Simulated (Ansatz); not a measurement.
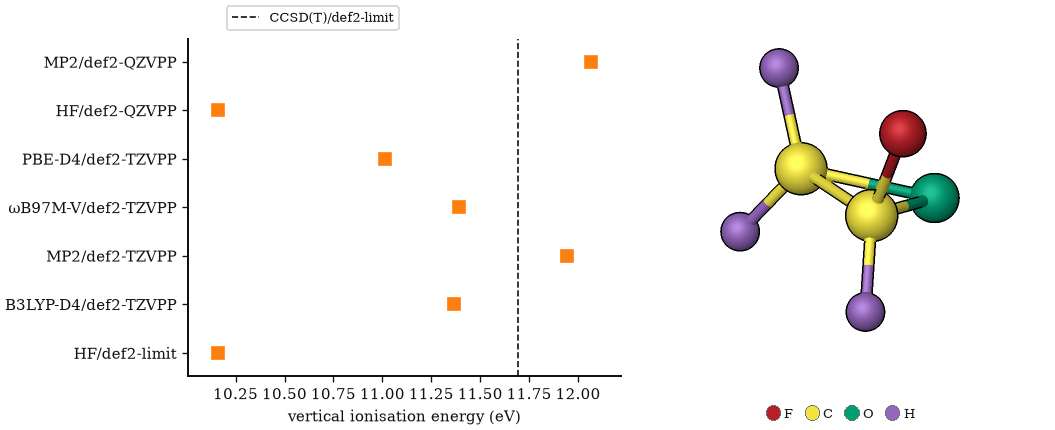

Vertical ionisation energy of C₂H₃FO, SMILES F[C@H]1CO1, taken as the energy of the cation less that of the neutral at fixed geometry (unrestricted doublet cation, cores frozen in correlated methods, no spin-orbit coupling), the Ansatz code 0.2.0, at a PBE0-D4/def2-TZVP geometry (a minimum by its frequencies). Limit means an estimate of the basis limit from triple and quadruple zeta; for coupled cluster it is either extrapolated directly or built as the MP2 limit plus the step from MP2 in triple zeta. The distance of MP2/def2-QZVPP and MP2/def2-TZVPP to the limit includes basis error.

> What range do the values span, the line included?

From 10.16 eV (HF/def2-QZVPP) to 12.06 eV (MP2/def2-QZVPP).

> Which level comes closest to the line (CCSD(T)/def2-limit), and which misses most?

Closest MP2/def2-TZVPP (11.95 eV), against 11.69 eV; farthest HF/def2-QZVPP (10.16 eV).
